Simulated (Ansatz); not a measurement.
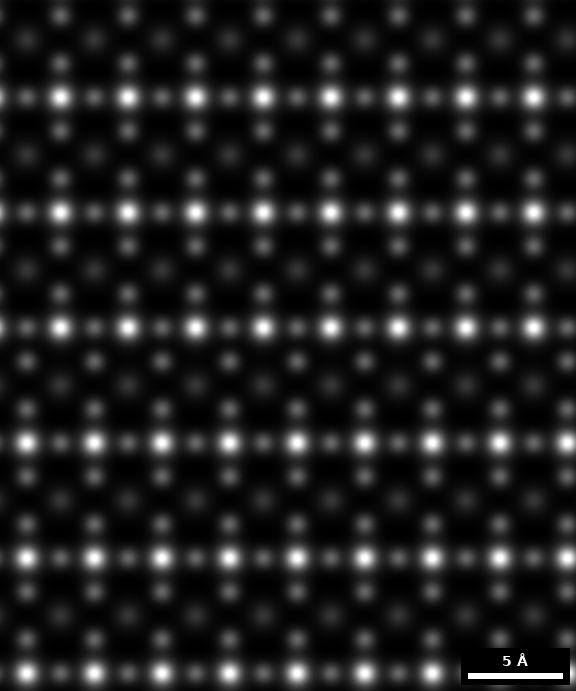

Integrated-DPC-like image of LiAlF4 (P4/mmm, No. 123) along [100]. Simulated as the projected potential of neutral atoms (B = 0.5 Å²) blurred by a 0.68 Å probe, the thin-sample limit of integrated differential phase contrast.

One planar defect was built into the perfect crystal by geometry alone, without relaxation. Host structure: the geometry relaxed with DFT PBE, scalar-relativistic, plane waves, PAW (Ansatz 0.2.0); the starting structure was generated, so it need not be a known form of this composition.

Q: Find the planar defect and say what kind it is.

A planar fault (a stacking fault or antiphase boundary) runs horizontally about 18 Å below the top edge. The part above it is shifted along the boundary by 1/2 of the 3.60 Å repeat of the rows (1.8 Å to the right, the same as to the left); both parts keep the same orientation.
